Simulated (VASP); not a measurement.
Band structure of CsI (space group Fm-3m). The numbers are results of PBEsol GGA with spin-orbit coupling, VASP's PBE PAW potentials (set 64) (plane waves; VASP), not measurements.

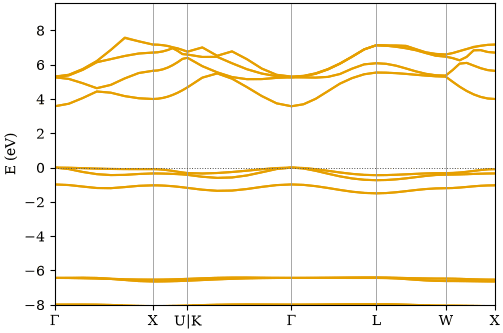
*Bands along high-symmetry lines, zero at the valence-band maximum or, without a gap, the Fermi level*

Read the plot: is there a gap, and where are the band edges?

The gap is direct, 3.58 eV, from the valence maximum at Γ to the conduction minimum at Γ.

The structure comes from a computed database's CsI entry (Fm-3m); how it stands against other phases isn't given here. It was relaxed first, which changed the volume by -6 %.
